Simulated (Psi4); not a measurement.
# AlH (SMILES [AlH]): wB97X-V/def2-TZVPPD

What is the energy change on altering one bond length of AlH at wB97X-V/def2-TZVPPD? 

The results are computed with Psi4 1.11.

1 further run of the same task is left out (set aside as unsound or not needed).

**1. The system as given**

AlH: 2 atoms, total charge 0, spin state singlet. As SMILES, `[AlH]`. Geometry: relaxed at PBE0-D4/def2-TZVP.

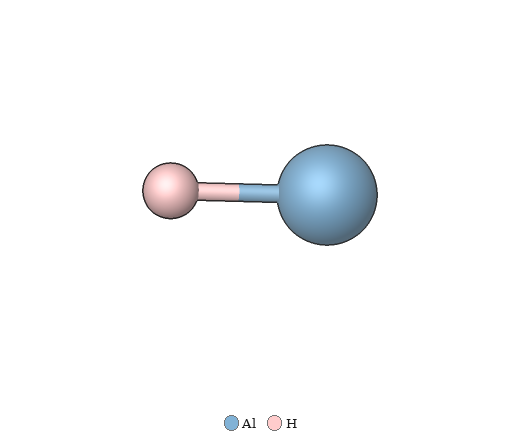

Viewed from a chosen angle; aluminium light blue, hydrogen pink.

**2. A single-point energy at wB97X-V/def2-TZVPPD**

job.in reads:

```
memory 1600 mb

molecule molecule1 {
  0 1
  Al
  H 1 1.66475
  symmetry c1
}

set basis def2-TZVPPD
set reference rks
set puream true
set e_convergence 1e-09
set d_convergence 1e-08
set scf_type pk
set dft_radial_points 99
set dft_spherical_points 590

e_tot, wfn = energy("wb97x-v", return_wfn=True)
```

On the command line:

```
$ psi4 -n 1 job.in job.out
```

job.out:

```text
[...]
  Running in c1 symmetry.
[...]
  Nuclear repulsion =    4.132334427817991
[...]
  Multiplicity = 1
[...]
  Nalpha       = 7
  Nbeta        = 7
[...]
    Number of basis functions: 65
[...]
   @RKS iter   1:  -242.92705613458151   -5.22464e-01   2.73353e-03 ADIIS/DIIS
[...]
   @RKS iter   9:  -242.93446149489819   -8.81073e-12   3.66480e-09 DIIS
[...]
    Orbital Energies [Eh]
    ---------------------
    Doubly Occupied:
       1A    -56.071932     2A     -4.254069     3A     -2.800103
       4A     -2.800103     5A     -2.791801     6A     -0.469789
       7A     -0.292093
[...]
  @RKS Final Energy:  -242.93446149489819
   => Energetics <=
    Nuclear Repulsion Energy =              4.1323344278179910
    One-Electron Energy =                -345.6274842511017482
    Two-Electron Energy =                 112.5522982675247761
    DFT Exchange-Correlation Energy =     -14.0520751318832193
    Empirical Dispersion Energy =           0.0000000000000000
    VV10 Nonlocal Energy =                  0.0604651927439956
    Total Energy =                       -242.9344614948982155
[...]
 Multipole Moments:
 ------------------------------------------------------------------------------------
     Multipole            Electronic (a.u.)      Nuclear  (a.u.)        Total (a.u.)
 ------------------------------------------------------------------------------------
 L = 1.  Multiply by 2.5417464519 to convert [e a0] to [Debye]
 Dipole X            :          0.0000000            0.0000000            0.0000000
 Dipole Y            :          0.0000000            0.0000000            0.0000000
 Dipole Z            :         -1.5885327            1.5600499           -0.0284828
 Magnitude           :                                                    0.0284828
[...]
```

Wall time 16 s (1 thread of Intel Xeon Platinum 8259CL at 2.50GHz (Skylake/Cascade Lake), shared host); peak memory 0.46 GiB.

**3. The distorted shape at the same level**

alh.in reads:

```
memory 1600 mb

molecule system {
  0 1
  Al
  H 1 R2

  R2 = 2.4971
  symmetry c1
}

set {
  basis                def2-TZVPPD
  reference            rks
  puream               true
  e_convergence        1e-09
  d_convergence        1e-08
  scf_type             pk
  dft_radial_points    99
  dft_spherical_points 590
}

e_tot, wfn = energy("wb97x-v", return_wfn=True)
```

On the command line:

```
$ psi4 -n 1 alh.in alh.out
```

alh.out:

```text
[...]
  Running in c1 symmetry.
[...]
  Nuclear repulsion =    2.754917199435346
[...]
  Multiplicity = 1
[...]
  Nalpha       = 7
  Nbeta        = 7
[...]
    Number of basis functions: 65
[...]
   @RKS iter   1:  -242.86513586517933   -5.64952e-01   2.71937e-03 DIIS/ADIIS
[...]
   @RKS iter   9:  -242.88149851151161   -3.95062e-12   2.94330e-09 DIIS
[...]
    Orbital Energies [Eh]
    ---------------------
    Doubly Occupied:
       1A    -56.127000     2A     -4.304510     3A     -2.849421
       4A     -2.849421     5A     -2.844269     6A     -0.432255
       7A     -0.282064
[...]
  @RKS Final Energy:  -242.88149851151161
   => Energetics <=
    Nuclear Repulsion Energy =              2.7549171994353459
    One-Electron Energy =                -342.3895919263770793
    Two-Electron Energy =                 110.6771387414019898
    DFT Exchange-Correlation Energy =     -13.9845132483476462
    Empirical Dispersion Energy =           0.0000000000000000
    VV10 Nonlocal Energy =                  0.0605507223757743
    Total Energy =                       -242.8814985115116087
[...]
 Multipole Moments:
 ------------------------------------------------------------------------------------
     Multipole            Electronic (a.u.)      Nuclear  (a.u.)        Total (a.u.)
 ------------------------------------------------------------------------------------
 L = 1.  Multiply by 2.5417464519 to convert [e a0] to [Debye]
 Dipole X            :         -0.0000000            0.0000000           -0.0000000
 Dipole Y            :          0.0000000            0.0000000            0.0000000
 Dipole Z            :         -3.8174511            2.3400514           -1.4773997
 Magnitude           :                                                    1.4773997
[...]
```

Run time: 15 s. Hardware: 1 thread of Intel Xeon Platinum 8259CL at 2.50GHz (Skylake/Cascade Lake), shared host; peak memory 0.45 GiB.

**4. Outcome**

At wB97X-V/def2-TZVPPD:

```
                                                          quantity          value
                                         first shape: total energy  -242.93446 Eh
                                        first shape: dipole moment         0.07 D
                                          first shape: HOMO energy       -7.95 eV
                                          first shape: LUMO energy        0.12 eV
                                        first shape: HOMO–LUMO gap        8.07 eV
                                     distorted shape: total energy  -242.88150 Eh
                                    distorted shape: dipole moment         3.76 D
                                      distorted shape: HOMO energy       -7.68 eV
                                      distorted shape: LUMO energy       -0.39 eV
                                    distorted shape: HOMO–LUMO gap        7.29 eV
energy change with the Al1–H2 bond stretched from 1.665 to 2.497 Å       1.441 eV
```

In words: With the Al1–H2 bond stretched from 1.665 to 2.497 Å the energy rises by 1.44 eV (33 kcal/mol). The first shape isn't relaxed at this level, so the change isn't measured from a minimum.
